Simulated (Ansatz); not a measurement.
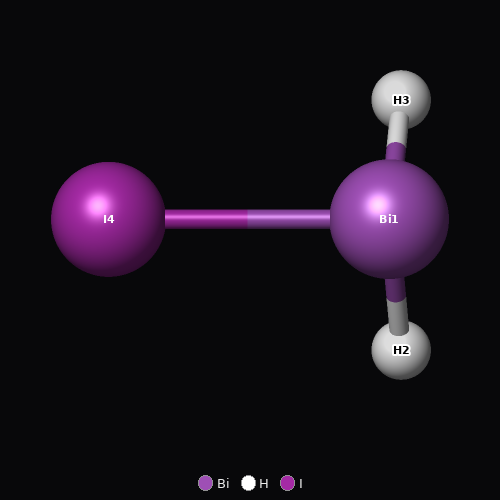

The system is BiH₂I with the probe H; the picture shows it without the atoms that are moved over the map. The probe is moved over the plane through the molecule's long axis and the normal of its main plane. Coordinates scanned: (1) x of the probe's H atom; (2) z of the probe's H atom. Nothing is relaxed (molecule and probe rigid). Grid: 17 × 11 points. At 28 points there is no value (left out of the scan, as a rule where atoms come close). Energies are in kJ/mol, from the lowest grid point. Energies and slopes of some neighbouring points disagree (a jump in structure or state, or too coarse a mesh). Theory: Ansatz 0.2.0, UKS PBE0-D4/def2-SVPD.

Range: x of the probe's H atom from −5.20 to 5.20 Å; z of the probe's H atom from −3.25 to 3.25 Å.

> What will the energy surface look like?

The lowest grid point is at x of the probe's H atom = −1.95 Å, z of the probe's H atom = −1.95 Å [nearest 1 Bi at 1.91 Å]. The highest grid point, x of the probe's H atom = −0.65 Å, z of the probe's H atom = 0.65 Å [nearest 2 H at 1.33 Å], lies 308 kJ/mol above the lowest.

```tsv
z of the probe's H atom ↓, x of the probe's H atom →	−4.55	−3.25	−1.95	−0.65	0.65	1.95	3.25	4.55
3.25	50	49	48	47	47	49	48	48
2.60	49	48	48	49	48	55	51	48
1.95	49	48	53	60	60	97	41	48
1.30	49	48	67	118	119	–	44	48
0.65	48	48	88	308	148	–	–	46
0.00	48	47	111	–	–	–	–	46
−0.65	48	45	136	–	–	–	–	50
−1.30	48	44	49	–	–	131	84	51
−1.95	48	45	0	–	172	74	61	49
−2.60	48	47	33	81	65	51	49	48
−3.25	49	47	47	53	52	47	48	48
```

The table holds every second grid line.

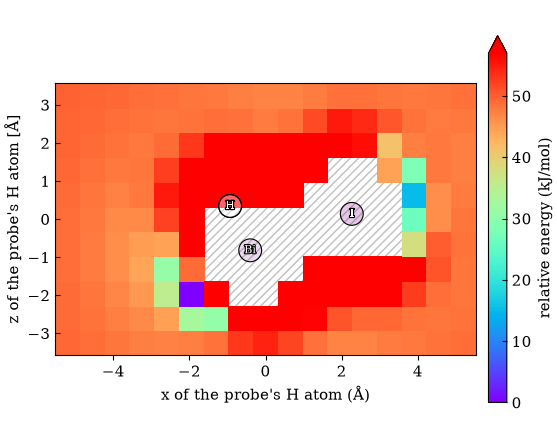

Drawn: one coloured cell a grid point, labelled circles for the molecule's atoms, projected on the plane, one colour for all values above the top of the scale, hatched blanks where no value was computed.

Time for the 159 points that were run: 24 min on 1 thread of Arm Neoverse V2, on a shared host.
